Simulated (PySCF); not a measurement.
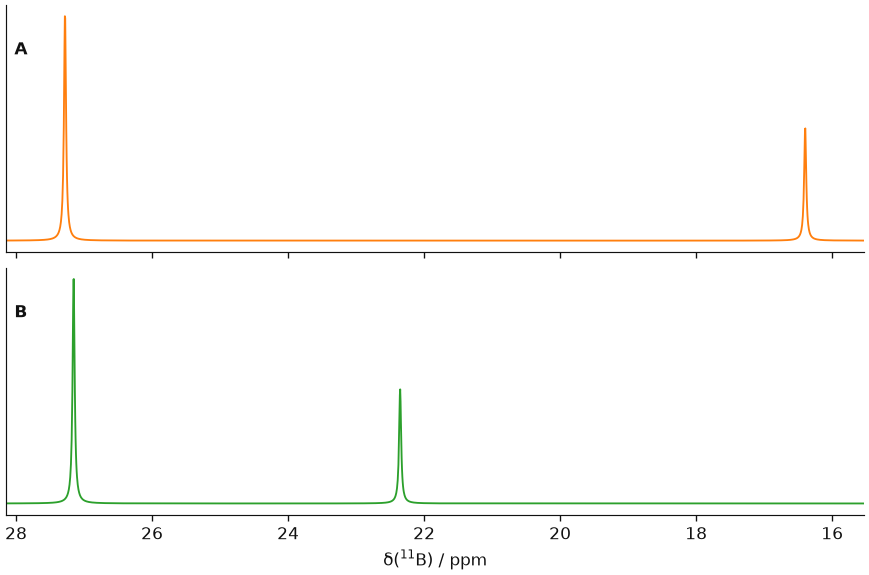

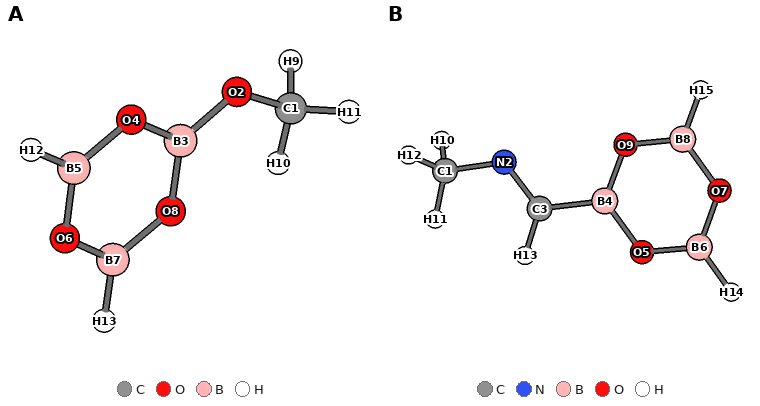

Related molecules: A is CH₅B₃O₄, SMILES COB1OBOBO1; B is C₂H₆B₃NO₃, SMILES C/N=C/B1OBOBO1. GIAO ¹¹B shifts against BF₃.OEt₂, PBE0/pcSseg-1 in PySCF, at a PBE0-D3(BJ)/def2-SVP geometry (no frequency check); fully decoupled, line heights follow the number of nuclei within a panel, widths are arbitrary (no quadrupolar broadening); values of one conformer, averaged over nuclei that symmetry, rotation about single bonds, ring flips or inversion at nitrogen exchange, these motions taken as fast; other conformers aren't averaged in.

Assign the ¹¹B signals of each molecule.

Answer. A: 27.3 (B5, B7); 16.4 (B3)
B: 27.2 (B6, B8); 22.4 (B4)
